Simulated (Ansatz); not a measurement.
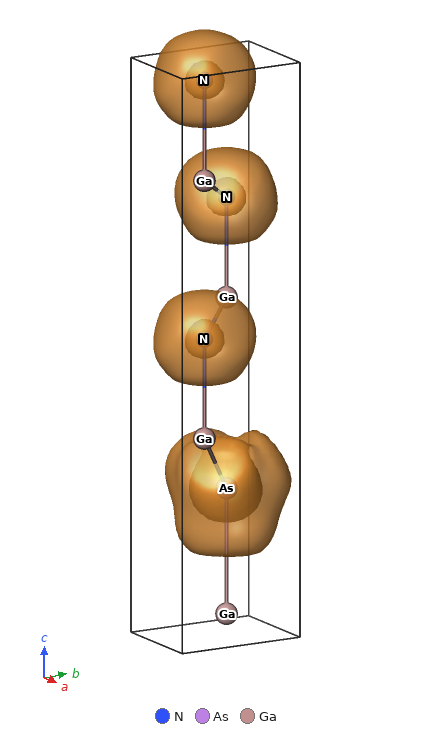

The picture shows: Ga$_{4}$AsN$_{3}$. Isosurface of the ELF at 0.6 (orange), seen slightly off an axis. Core shells and regions of very low density are left out. Sticks mark near contacts.

Space group P3m1; started from the ordered alloy on wurtzite lattice prototype, which need not be the ambient phase; not relaxed (largest force 0.4 eV/Å); computed pressure about 5 GPa in this cell.

These are results of Ansatz, DFT, PBE with spin-orbit coupling, plane waves, PAW, not measurements.

```xyz
8
Lattice="3.3631 0.0000 0.0000 -1.6815 2.9125 0.0000 0.0000 0.0000 11.2529" Properties=species:S:1:pos:R:3 pbc="T T T"
N     1.6816    0.9708   10.9790
N     1.6816    0.9708    5.9096
N     0.0000    1.9417    8.4426
As    0.0000    1.9417    2.7440
Ga    1.6816    0.9708    9.0131
Ga    1.6816    0.9708    3.9653
Ga    0.0000    1.9417    6.4840
Ga    0.0000    1.9417    0.2871
```

**Identify the bonds, lone pairs and shells in this picture.**

The ELF exceeds this value in one region on As in which the atom's valence shell and bonds are merged and three regions wrapped around N (the valence shell of each), counted in one cell of 8 atoms. Any copies at cell faces, edges or corners count once. Profiles from the grid: Ga–N (1.94 Å): the ELF peaks at about 0.85 in the valence shell of N, 0.6 Å from its nucleus, and is about 0.50 at the midpoint. Ga–As (2.29 Å): the ELF peaks at about 0.75 between the atoms.
